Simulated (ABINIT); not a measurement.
# AlGaN2 (P3m1): G0W0 with ABINIT, start to end, part 2 of 3

Aim: the G0W0 gap of AlGaN2 (P3m1) on LDA, step by step.

ABINIT 10.8.3; LDA and many-body steps on it, plane waves. Known limits of the many-body steps: not at the basis limit; exchange with frozen shells missing; no spin-orbit coupling; coarse k mesh.

So far. Step 2 (Ground state): The gap is direct, at Γ.

### 3. Bands along the symmetry lines

Level of this step: DFT, LDA, plane waves, norm-conserving pseudopotentials (ABINIT).

The cheap functional maps the bands first; the places of the edges decide which points the dearer methods must see.

The input, run.abi:

```
acell 3*1.0 Angstrom
rprim 
  3.145282644058 -0.000000000015 0.000000000000
  -1.572641322016 2.723894671844 0.000000000000
  0.000000000000 0.000000000000 5.096893730000
ntypat 3
znucl 13 31 7
natom 4
typat 1 2 3 3
xred 
  0.000000000000 0.000000000000 0.999263770000
  0.666666666667 0.333333333333 0.497174210000
  0.666666666667 0.333333333333 0.111803640000
  0.000000000000 0.000000000000 0.628158390000
pp_dirpath "pseudos"
pseudos "Al.upf, Ga.upf, N.upf"
ecut 36
iscf -2
irdden 1
kptopt 0
nkpt 75
kpt 
  0.00000000 0.00000000 0.00000000
  0.06250000 0.00000000 0.00000000
  0.12500000 0.00000000 0.00000000
  0.18750000 0.00000000 0.00000000
  0.25000000 0.00000000 0.00000000
  0.31250000 0.00000000 0.00000000
  0.37500000 0.00000000 0.00000000
  0.43750000 0.00000000 0.00000000
  0.50000000 0.00000000 0.00000000
  0.47916667 0.04166667 0.00000000
  0.45833333 0.08333333 0.00000000
  0.43750000 0.12500000 0.00000000
  0.41666666 0.16666666 0.00000000
  0.39583333 0.20833333 0.00000000
  0.37500000 0.25000000 0.00000000
  0.35416666 0.29166666 0.00000000
  0.33333333 0.33333333 0.00000000
  0.29166666 0.29166666 0.00000000
  0.25000000 0.25000000 0.00000000
  0.20833333 0.20833333 0.00000000
  0.16666666 0.16666666 0.00000000
  0.12500000 0.12500000 0.00000000
  0.08333333 0.08333333 0.00000000
  0.04166667 0.04166667 0.00000000
  0.00000000 0.00000000 0.00000000
  0.00000000 0.00000000 0.06250000
  0.00000000 0.00000000 0.12500000
  0.00000000 0.00000000 0.18750000
  0.00000000 0.00000000 0.25000000
  0.00000000 0.00000000 0.31250000
  0.00000000 0.00000000 0.37500000
  0.00000000 0.00000000 0.43750000
  0.00000000 0.00000000 0.50000000
  0.06250000 0.00000000 0.50000000
  0.12500000 0.00000000 0.50000000
  0.18750000 0.00000000 0.50000000
  0.25000000 0.00000000 0.50000000
  0.31250000 0.00000000 0.50000000
  0.37500000 0.00000000 0.50000000
  0.43750000 0.00000000 0.50000000
  0.50000000 0.00000000 0.50000000
  0.47916667 0.04166667 0.50000000
  0.45833333 0.08333333 0.50000000
  0.43750000 0.12500000 0.50000000
  0.41666666 0.16666666 0.50000000
  0.39583333 0.20833333 0.50000000
  0.37500000 0.25000000 0.50000000
  0.35416666 0.29166666 0.50000000
  0.33333333 0.33333333 0.50000000
  0.29166666 0.29166666 0.50000000
  0.25000000 0.25000000 0.50000000
  0.20833333 0.20833333 0.50000000
  0.16666666 0.16666666 0.50000000
  0.12500000 0.12500000 0.50000000
  0.08333333 0.08333333 0.50000000
  0.04166667 0.04166667 0.50000000
  0.00000000 0.00000000 0.50000000
  0.50000000 0.00000000 0.50000000
  0.50000000 0.00000000 0.43750000
  0.50000000 0.00000000 0.37500000
  0.50000000 0.00000000 0.31250000
  0.50000000 0.00000000 0.25000000
  0.50000000 0.00000000 0.18750000
  0.50000000 0.00000000 0.12500000
  0.50000000 0.00000000 0.06250000
  0.50000000 0.00000000 0.00000000
  0.33333333 0.33333333 0.50000000
  0.33333333 0.33333333 0.43750000
  0.33333333 0.33333333 0.37500000
  0.33333333 0.33333333 0.31250000
  0.33333333 0.33333333 0.25000000
  0.33333333 0.33333333 0.18750000
  0.33333333 0.33333333 0.12500000
  0.33333333 0.33333333 0.06250000
  0.33333333 0.33333333 0.00000000
istwfk *1
nband 20
nbdbuf 2
tolwfr 1e-08
nstep 40
prtwf 0
prtvol 0
indata_prefix "in"
outdata_prefix "out"
tmpdata_prefix "tmp"
```

Started as:

```bash
OMP_NUM_THREADS=1 mpirun -n 4 abinit run.abi > log
```

Numbers of over 12 decimals in the logs are rounded to 6 here.

The program printed:

```text
.Version 10.8.3 of ABINIT. v10.8.2 released Aug 2026.

 Symmetries : space group P3 m 1 (#156); Bravais hP (primitive hexag.)
[... echo of the input left out ...]
== DATASET  1 ==================================================================
-   mpi_nproc: 4, omp_nthreads: 1 (-1 if OMP is not activated)

--- !DatasetInfo
iteration_state: {dtset: 1, }
dimensions: {natom: 4, nkpt: 75, mband: 20, nsppol: 1, nspinor: 1, nspden: 1, mpw: 3066, }
cutoff_energies: {ecut:  36.0, pawecutdg:  -1.0, }
electrons: {nelect:   2.60000000E+01, charge:   0.00000000E+00, occopt:   1.00000000E+00, tsmear:   1.00000000E-02, }

 Real(R)+Recip(G) space primitive vectors, cartesian coordinates (Bohr,Bohr^-1):
 R(1)=  5.9437228  0.0000000  0.0000000  G(1)=  0.1682447  0.0971361  0.0000000
 R(2)= -2.9718614  5.1474149  0.0000000  G(2)=  0.0000000  0.1942723  0.0000000
 R(3)=  0.0000000  0.0000000  9.6317332  G(3)=  0.0000000  0.0000000  0.1038235
 Unit cell volume ucvol=  2.9468102E+02 bohr^3
 Angles (23,13,12)=  9.00000000E+01  9.00000000E+01  1.20000000E+02 degrees

 getcut: wavevector=  0.0000  0.0000  0.0000  ngfft=  36  36  54
         ecut(hartree)=     36.000   => boxcut(ratio)=   2.07574

--- Pseudopotential description ------------------------------------------------
- Al Generated using ONCVPSP code by D. R. Hamann
- 13.00000   3.00000  180309                  znucl, zion, pspdat
12 -1012 2 -1 1854                            pspcod,pspxc,lmax,lloc,mmax
     nproj     2     2     2
  pspatm : epsatm=    0.57439143
         --- l  ekb(1:nproj) -->
             0    5.725870    0.726131
             1    6.190420    0.914022
             2   -4.229503   -0.925599
 pspatm: atomic psp has been read  and splines computed

- Ga Generated using ONCVPSP code by D. R. Hamann
- 31.00000  13.00000  180309                  znucl, zion, pspdat
12 -1012 2 -1 1858                            pspcod,pspxc,lmax,lloc,mmax
     nproj     2     2     2
  pspatm : epsatm=   24.58383104
         --- l  ekb(1:nproj) -->
[...]
pspatm: atomic psp has been read  and splines computed

- N Generated using ONCVPSP code by D. R. Hamann
-  7.00000   5.00000  180309                  znucl, zion, pspdat
12 -1012 1 -1 1058                            pspcod,pspxc,lmax,lloc,mmax
     nproj     2     2     0
  pspatm : epsatm=    5.30777321
         --- l  ekb(1:nproj) -->
[...]
pspatm: atomic psp has been read  and splines computed

--------------------------------------------------------------------------------

================================================================================
 prteigrs : about to open file out_EIG
 Non-SCF case, kpt    1 (  0.00000  0.00000  0.00000), residuals and eigenvalues=
  7.79E-09  2.50E-09  1.91E-09  3.33E-09  4.50E-09  9.86E-09  3.61E-09  6.02E-09
  5.44E-09  6.22E-09  4.64E-09  5.79E-09  9.72E-09  3.39E-09  6.26E-09  5.43E-09
[...]
8.70E-09  6.42E-09  9.89E-09  4.21E-05
[...]
6.1112E-01  6.4077E-01
[...]
Non-SCF case, kpt   74 (  0.33333  0.33333  0.06250), residuals and eigenvalues=
[...]
6.0154E-01  6.7109E-01
 Non-SCF case, kpt   75 (  0.33333  0.33333  0.00000), residuals and eigenvalues=
[...]
-2.1596E-01  6.2172E-03  9.2124E-03  4.8602E-02  9.0624E-02  9.9725E-02
  1.0132E-01  3.7774E-01  4.9646E-01  4.9971E-01  5.1695E-01  5.8194E-01
  6.0165E-01  6.7064E-01

--- !ResultsGS
iteration_state: {dtset: 1, }
comment   : Summary of ground state results
lattice_vectors:
- [  5.9437228,  -0.0000000,   0.0000000, ]
- [ -2.9718614,   5.1474149,   0.0000000, ]
- [  0.0000000,   0.0000000,   9.6317332, ]
lattice_lengths: [   5.94372,    5.94372,    9.63173, ]
lattice_angles: [ 90.000,  90.000, 120.000, ] # degrees, (23, 13, 12)
lattice_volume:   2.9468102E+02
convergence: {deltae:  0.000E+00, res2:  0.000E+00, residm:  9.996E-09, diffor:  0.000E+00, }
etotal    :  -9.96157716E+01
entropy   :   0.00000000E+00
fermie    :   1.97749392E-01
cartesian_stress_tensor: null
pressure_GPa: null
xred      :
- [  0.0000E+00,   0.0000E+00,   9.9926E-01, Al]
- [  6.6667E-01,   3.3333E-01,   4.9717E-01, Ga]
- [  6.6667E-01,   3.3333E-01,   1.1180E-01,  N]
- [  0.0000E+00,   0.0000E+00,   6.2816E-01,  N]
cartesian_forces: null
force_length_stats: {min: null, max: null, mean: null, }

 Integrated electronic density in atomic spheres:
 ------------------------------------------------
 Atom  Sphere_radius  Integrated_density
[...]
================================================================================

 ----iterations are completed or convergence reached----

 Mean square residual over all n,k,spin=   55.463E-10; max=  99.958E-10
 reduced coordinates (array xred) for    4 atoms
[...]
0.666666666667      0.333333333333      0.111803640000
       0.000000000000      0.000000000000      0.628158390000

 cartesian coordinates (angstrom) at end:
[...]
length scales=  1.889726125908  1.889726125908  1.889726125908 bohr
              =  1.000000000000  1.000000000000  1.000000000000 angstroms
 prteigrs : about to open file out_EIG
 Eigenvalues (hartree) for nkpt=  75  k points:
 kpt#   1, nband= 20, wtk=  1.00000, kpt=  0.0000  0.0000  0.0000 (reduced coord)
[...]
kpt#   2, nband= 20, wtk=  1.00000, kpt=  0.0625  0.0000  0.0000 (reduced coord)
[...]
kpt#   3, nband= 20, wtk=  1.00000, kpt=  0.1250  0.0000  0.0000 (reduced coord)
[...]
kpt#  74, nband= 20, wtk=  1.00000, kpt=  0.3333  0.3333  0.0625 (reduced coord)
[...]
0.51451    0.57956    0.60154    0.67109
 kpt#  75, nband= 20, wtk=  1.00000, kpt=  0.3333  0.3333  0.0000 (reduced coord)
  -0.33622   -0.30911   -0.28949   -0.28601   -0.28442   -0.24759   -0.21596    0.00622
   0.00921    0.04860    0.09062    0.09973    0.10132    0.37774    0.49646    0.49971
   0.51695    0.58194    0.60165    0.67064

== END DATASET(S) ==============================================================
================================================================================

 -outvars: echo values of variables after computation  --------
            nband          20
             nkpt          75
          spgroup         156
 [... the other variables as echoed above ...]

 Calculation completed.
```

The job ended after 25 s (4 MPI ranks of Arm Neoverse V1, shared host; peak memory 0.32 GiB).

Numbers from this step:

- gap: 2.921 eV
- k of the valence top: 0, 0, 0
- k of the conduction bottom: 0, 0, 0
- least direct gap: 2.921 eV

The gap is 2.921 eV, as in the run before at this level.

The electronic bands at the labelled points (eV, zero at the top of the highest filled band):

| point | band 10 | band 11 | band 12 | band 13 | band 14 | band 15 | band 16 | band 17 |
| --- | --- | --- | --- | --- | --- | --- | --- | --- |
| Γ | -1.09 | -0.11 | 0.00 | 0.00 | 2.92 | 5.48 | 9.58 | 10.40 |
| M | -3.88 | -2.46 | -2.11 | -0.86 | 5.13 | 5.78 | 6.71 | 9.63 |
| K | -4.06 | -2.92 | -2.67 | -2.62 | 4.90 | 8.13 | 8.22 | 8.69 |
| Γ | -1.09 | -0.11 | 0.00 | 0.00 | 2.92 | 5.48 | 9.58 | 10.40 |
| A | -0.89 | -0.89 | -0.22 | -0.22 | 4.88 | 5.64 | 8.83 | 9.51 |
| L | -1.95 | -1.84 | -1.64 | -1.43 | 4.46 | 5.02 | 7.66 | 8.93 |
| H | -4.22 | -3.97 | -1.30 | -1.11 | 6.48 | 6.87 | 7.19 | 7.56 |
| A | -0.89 | -0.89 | -0.22 | -0.22 | 4.88 | 5.64 | 8.83 | 9.51 |
| jump to L | -1.95 | -1.84 | -1.64 | -1.43 | 4.46 | 5.02 | 7.66 | 8.93 |
| M | -3.88 | -2.46 | -2.11 | -0.86 | 5.13 | 5.78 | 6.71 | 9.63 |
| jump to H | -4.22 | -3.97 | -1.30 | -1.11 | 6.48 | 6.87 | 7.19 | 7.56 |
| K | -4.06 | -2.92 | -2.67 | -2.62 | 4.90 | 8.13 | 8.22 | 8.69 |

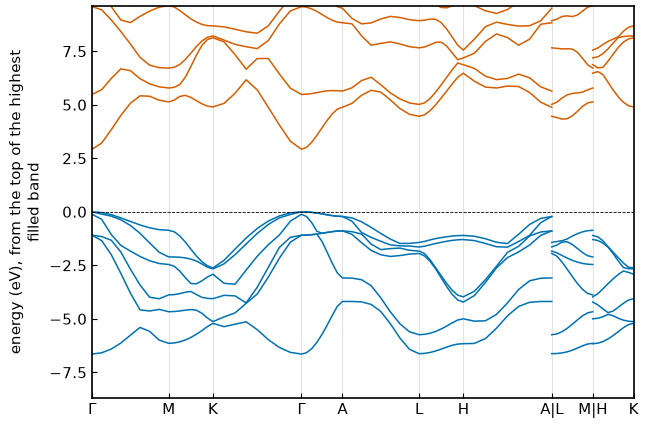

Electronic bands along the path; lines of filled and empty bands in two colours.

### 4. Empty states on the mesh, 3×3×2 mesh, 34 bands

The sums over transitions need many empty states on a uniform mesh; this step solves for them.

The input, run.abi:

```
acell 3*1.0 Angstrom
rprim 
  3.145282644058 -0.000000000015 0.000000000000
  -1.572641322016 2.723894671844 0.000000000000
  0.000000000000 0.000000000000 5.096893730000
ntypat 3
znucl 13 31 7
natom 4
typat 1 2 3 3
xred 
  0.000000000000 0.000000000000 0.999263770000
  0.666666666667 0.333333333333 0.497174210000
  0.666666666667 0.333333333333 0.111803640000
  0.000000000000 0.000000000000 0.628158390000
pp_dirpath "pseudos"
pseudos "Al.upf, Ga.upf, N.upf"
ecut 36
ngkpt 3 3 2
nshiftk 1
shiftk 0 0 0
kptopt 1
chksymbreak 0
iscf -2
irdden 1
istwfk *1
nband 34
nbdbuf 4
tolwfr 1e-09
nstep 60
prtvol 0
indata_prefix "in"
outdata_prefix "out"
tmpdata_prefix "tmp"
```

The program printed:

```text
.Version 10.8.3 of ABINIT. v10.8.2 released Aug 2026.

 Symmetries : space group P3 m 1 (#156); Bravais hP (primitive hexag.)
[... echo of the input left out ...]
== DATASET  1 ==================================================================
-   mpi_nproc: 4, omp_nthreads: 1 (-1 if OMP is not activated)

--- !DatasetInfo
iteration_state: {dtset: 1, }
dimensions: {natom: 4, nkpt: 6, mband: 34, nsppol: 1, nspinor: 1, nspden: 1, mpw: 3066, }
cutoff_energies: {ecut:  36.0, pawecutdg:  -1.0, }
electrons: {nelect:   2.60000000E+01, charge:   0.00000000E+00, occopt:   1.00000000E+00, tsmear:   1.00000000E-02, }

 Real(R)+Recip(G) space primitive vectors, cartesian coordinates (Bohr,Bohr^-1):
 R(1)=  5.9437228  0.0000000  0.0000000  G(1)=  0.1682447  0.0971361  0.0000000
 R(2)= -2.9718614  5.1474149  0.0000000  G(2)=  0.0000000  0.1942723  0.0000000
 R(3)=  0.0000000  0.0000000  9.6317332  G(3)=  0.0000000  0.0000000  0.1038235
 Unit cell volume ucvol=  2.9468102E+02 bohr^3
 Angles (23,13,12)=  9.00000000E+01  9.00000000E+01  1.20000000E+02 degrees

 getcut: wavevector=  0.0000  0.0000  0.0000  ngfft=  36  36  54
         ecut(hartree)=     36.000   => boxcut(ratio)=   2.07574

--- Pseudopotential description ------------------------------------------------
- Al Generated using ONCVPSP code by D. R. Hamann
- 13.00000   3.00000  180309                  znucl, zion, pspdat
12 -1012 2 -1 1854                            pspcod,pspxc,lmax,lloc,mmax
     nproj     2     2     2
  pspatm : epsatm=    0.57439143
         --- l  ekb(1:nproj) -->
             0    5.725870    0.726131
             1    6.190420    0.914022
             2   -4.229503   -0.925599
 pspatm: atomic psp has been read  and splines computed

- Ga Generated using ONCVPSP code by D. R. Hamann
- 31.00000  13.00000  180309                  znucl, zion, pspdat
12 -1012 2 -1 1858                            pspcod,pspxc,lmax,lloc,mmax
     nproj     2     2     2
  pspatm : epsatm=   24.58383104
         --- l  ekb(1:nproj) -->
[...]
pspatm: atomic psp has been read  and splines computed

- N Generated using ONCVPSP code by D. R. Hamann
-  7.00000   5.00000  180309                  znucl, zion, pspdat
12 -1012 1 -1 1058                            pspcod,pspxc,lmax,lloc,mmax
     nproj     2     2     0
  pspatm : epsatm=    5.30777321
         --- l  ekb(1:nproj) -->
[...]
pspatm: atomic psp has been read  and splines computed

--------------------------------------------------------------------------------

================================================================================
 prteigrs : about to open file out_EIG
 Non-SCF case, kpt    1 (  0.00000  0.00000  0.00000), residuals and eigenvalues=
  2.94E-10  5.69E-10  2.26E-10  4.19E-10  2.09E-10  5.28E-10  8.99E-10  5.39E-10
  2.00E-10  1.95E-10  2.52E-10  2.60E-10  5.94E-10  1.72E-10  3.54E-10  7.12E-10
  1.51E-10  7.06E-10  5.22E-10  1.67E-10  4.71E-10  1.54E-10  1.36E-10  7.30E-10
[...]
3.21E-05  5.33E-05
 -3.7211E-01 -3.2898E-01 -2.9329E-01 -2.9329E-01 -2.8342E-01 -2.8342E-01
 -2.4748E-01 -4.6487E-02  1.5754E-01  1.5754E-01  1.9356E-01  1.9775E-01
  1.9775E-01  3.0510E-01  3.9925E-01  5.4992E-01  5.8010E-01  5.8010E-01
  6.2862E-01  6.4324E-01  6.4324E-01  7.3459E-01  7.4718E-01  7.4718E-01
  8.4156E-01  8.4156E-01  8.7230E-01  9.3739E-01  1.0332E+00  1.0508E+00
  1.0508E+00  1.1996E+00  1.1996E+00  1.2171E+00
 prteigrs : prtvol=0 or 1, do not print more k-points.

--- !ResultsGS
iteration_state: {dtset: 1, }
comment   : Summary of ground state results
lattice_vectors:
- [  5.9437228,  -0.0000000,   0.0000000, ]
- [ -2.9718614,   5.1474149,   0.0000000, ]
- [  0.0000000,   0.0000000,   9.6317332, ]
lattice_lengths: [   5.94372,    5.94372,    9.63173, ]
lattice_angles: [ 90.000,  90.000, 120.000, ] # degrees, (23, 13, 12)
lattice_volume:   2.9468102E+02
convergence: {deltae:  0.000E+00, res2:  0.000E+00, residm:  9.876E-10, diffor:  0.000E+00, }
etotal    :  -9.96157716E+01
entropy   :   0.00000000E+00
fermie    :   1.97749392E-01
cartesian_stress_tensor: null
pressure_GPa: null
xred      :
- [  0.0000E+00,   0.0000E+00,   9.9926E-01, Al]
- [  6.6667E-01,   3.3333E-01,   4.9717E-01, Ga]
- [  6.6667E-01,   3.3333E-01,   1.1180E-01,  N]
- [  0.0000E+00,   0.0000E+00,   6.2816E-01,  N]
cartesian_forces: null
force_length_stats: {min: null, max: null, mean: null, }

 Integrated electronic density in atomic spheres:
 ------------------------------------------------
 Atom  Sphere_radius  Integrated_density
[...]
================================================================================

 ----iterations are completed or convergence reached----

 Mean square residual over all n,k,spin=   49.739E-11; max=  98.762E-11
 reduced coordinates (array xred) for    4 atoms
[...]
0.666666666667      0.333333333333      0.111803640000
       0.000000000000      0.000000000000      0.628158390000

 cartesian coordinates (angstrom) at end:
    1      0.000000     0.000000     5.093141
    2      1.572641     0.907965     2.534044
    3      1.572641     0.907965     0.569851
    4      0.000000     0.000000     3.201657
 length scales=  1.889726125908  1.889726125908  1.889726125908 bohr
              =  1.000000000000  1.000000000000  1.000000000000 angstroms
 prteigrs : about to open file out_EIG
 Eigenvalues (hartree) for nkpt=   6  k points:
 kpt#   1, nband= 34, wtk=  0.05556, kpt=  0.0000  0.0000  0.0000 (reduced coord)
[...]
0.58010    0.58010    0.62862    0.64324    0.64324    0.73459    0.74718    0.74718
   0.84156    0.84156    0.87230    0.93739    1.03317    1.05083    1.05083    1.19959
   1.19961    1.21711
 prteigrs : prtvol=0 or 1, do not print more k-points.

== END DATASET(S) ==============================================================
================================================================================

 -outvars: echo values of variables after computation  --------
            nband          34
             nkpt           6
          spgroup         156
 [... the other variables as echoed above ...]

 Calculation completed.
```

Run time: 6.9 s. Hardware: 4 MPI ranks; peak memory 0.26 GiB.

Numbers from this step:

```
gap                                                           : 2.921 eV
k of the valence top                                          : 0, 0, 0
k of the conduction bottom                                    : 0, 0, 0
least direct gap                                              : 2.921 eV
k points computed                                             : 6
lowest point of the top converged band, above the valence top : 22.80 eV
```

On this mesh the gap is 2.921 eV.

[end of part 2 of 3]

[Paths, hosts, dates, memory and timing lines, banners, echoed tables and standing remarks are left out of the program output.]

[Logs are printed without paths, hosts, clocks, repeated set-up lines and the standing remarks that a program may print on its own settings, such as how far it seeks lower states.]

[Runs of the session that timed out or met a known fault of the program may be left out.]

[Hosts, paths, dates, database ids (printed as entryN), source tags and the programs' standing remarks are cut or masked in the printed files.]

[G0W0 gaps are taken among the corrected bands and points alone; a level outside them can change the order at an edge.]

[Where Ansatz stands beside ABINIT at settings called matched, ABINIT's density can come from a denser mesh and the files from another edition; pairs whose starting gaps differed by over 0.03 eV were left out, so agreement reads better than it is.]
